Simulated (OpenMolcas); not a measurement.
# Ru⁵⁺ among point charges: CASSCF and CASPT2 levels and susceptibility

Aim: the splitting of the states of Ru⁵⁺ in the field of 6 point charges, its lowest levels with spin-orbit coupling and its magnetic susceptibility.

The numbers are computed with OpenMolcas 26.06 (state-averaged CASSCF and CASPT2, spin-orbit coupling by RASSI with atomic mean-field integrals), except any that are marked as measured or tabulated.

### 1 The atom as given

```
Species                           : Ru⁵⁺ (ruthenium, Z = 44, 39 electrons)
Basis                             : ANO-RCC-VTZP [7s6p4d2f1g], 68 functions
Scalar Hamiltonian                : DKH2, point nucleus
Inactive shells                   : 1s 2s 2p 3s 3p 3d 4s 4p
Active space                      : 3 electrons in 5 orbitals (4d)
Some configurations of this space : 4d³
Orbitals                          : optimised for each spin and parity, averaged over all roots
```

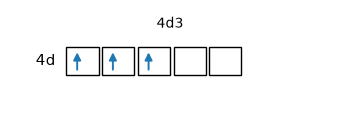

Outer shells as boxes.

The ion sits among 6 point charges of -1.7 e arranged as a tetragonal octahedron (D4h), 1.98 Å from the ion, with the axial distance 2.356 Å.

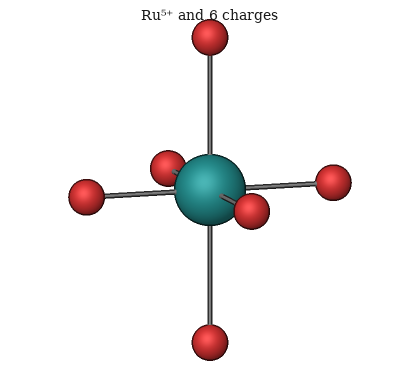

The ion and the point charges (red).

Each step is its own input file, run in one work folder so that later steps find the files of earlier ones. Labels, J, g values, rates, χT and fits are worked out afterwards by a script from the matrices that RASSI stores. The input lists half of the charges; inversion (Group=XYZ) makes the rest.

### 2 Basis and integrals

The input, a.inp:

```
&GATEWAY
Coord
1

Ru 0.0 0.0 0.0
Basis=ANO-RCC-VTZP
Group=XYZ
NoMove
AngMom=0.0 0.0 0.0
AMFI
XField
3 Angstrom 0
1.980000 0.000000 0.000000 -1.700000
0.000000 1.980000 0.000000 -1.700000
0.000000 0.000000 2.356200 -1.700000
&SEWARD
```

Launch:

```sh
$ OMP_NUM_THREADS=1 MOLCAS_MEM=1689 MOLCAS_PROJECT=a pymolcas a.inp > a.log
```

### 3 Reference wave functions, quartets of even parity, 10 roots

The input, a.inp:

```
&RASSCF
FileOrb=start.orb
Symmetry=1
Spin=4
nActEl=3 0 0
Inactive=9 9
Ras2=5 0
CIRoot=10 10 1
SDav=10
CIMx=300
Iter=120 100
PrWF=0.3
OrbListing=Nothing
MaxOrb=0
>>> COPY $Project.JobIph JOB001
```

start.orb holds the contracted functions of the basis, ordered by shell, or the orbitals of the step before.

### 4 Reference wave functions, doublets of even parity, 40 roots

The input, a.inp:

```
&RASSCF
FileOrb=start.orb
Symmetry=1
Spin=2
nActEl=3 0 0
Inactive=9 9
Ras2=5 0
CIRoot=40 40 1
SDav=40
CIMx=300
Iter=120 100
PrWF=0.3
OrbListing=Nothing
MaxOrb=0
>>> COPY $Project.JobIph JOB002
```

### 5 RASSI: spin-orbit coupling between the states

The input, a.inp:

```
&RASSI
NrOfJobIphs=2 10 40
1 2 3 4 5 6 7 8 9 10
1 2 3 4 5 6 7 8 9 10 11 12 13 14 15 16 17 18 19 20 21 22 23 24 25 26 27
28 29 30 31 32 33 34 35 36 37 38 39 40
IphNames
JOB001
JOB002
EJob
SpinOrbit
DIPRint=1.0
SOCoupling=1000.0
Subsets=2
Property=9
'ANGMOM' 1 'ANGMOM' 2 'ANGMOM' 3 'MLTPL  1' 1 'MLTPL  1' 2 'MLTPL  1' 3
'AMFI' 1 'AMFI' 2 'AMFI' 3
SOProperty=3
'ANGMOM' 1 'ANGMOM' 2 'ANGMOM' 3
```

### 6 CASPT2: IPEA 0.25, imaginary shift 0.1 (closed shells correlated: 4s 4p)

The input, a.inp:

```
>>> COPY JOB001 $Project.JobIph
&CASPT2
Multistate=10 1 2 3 4 5 6 7 8 9 10
NoMult
Frozen=8 6
IPEA=0.25
Imaginary=0.1
MaxIter=60
WThr=0.0 0.3 0.05
PrWF=0.5
NoMix
>>> COPY JOB002 $Project.JobIph
&CASPT2
Multistate=40 1 2 3 4 5 6 7 8 9 10 11 12 13 14 15 16 17 18 19 20 21 22
23 24 25 26 27 28 29 30 31 32 33 34 35 36 37 38 39 40
NoMult
Frozen=8 6
IPEA=0.25
Imaginary=0.1
MaxIter=60
WThr=0.0 0.3 0.05
PrWF=0.5
NoMix
```

(Steps that only read results are left out.)

Before running it: what results should come out? Wanted: spin-free ground state; first state of the same spin within the active space; lowest level; next level.

**Answer**, as computed:

```
                                            quantity                                                                        value
                                              method  SS-CASPT2, IPEA 0.25, imaginary shift 0.1 (closed shells correlated: 4s 4p)
                              spin-free ground state                                              4B1, 1-fold in its orbital part
first state of the same spin within the active space                                                              4E at 2730 cm⁻¹
                                        lowest level                                            2-fold E3/2, g = 1.11, 2.12, 2.12
                                          next level                                                                   331.0 cm⁻¹
                                         χT at 300 K                                                               0.53 cm³ K/mol
                           effective moment at 300 K                                                                      2.06 μB
```

Cost by method:

```
                                              method  time of its own steps  time with the reference
                                           A. CASSCF                   10 s                     10 s
B. SS-CASPT2, IPEA 0.25, imaginary shift 0.1, +4s 4p                  6.7 s                     17 s
```

Times are of one thread on a shared host.

The spin-free ground state (4B1) comes to 100 % from free-ion F terms and keeps the highest spin of the shell. χT at 300 K is 0.53, against 1.88 cm³ K/mol for the spin alone, so spin-orbit coupling lowers it. The field of point charges can differ much from that of real complexes. This is an electrostatic model: the charges have no orbitals.
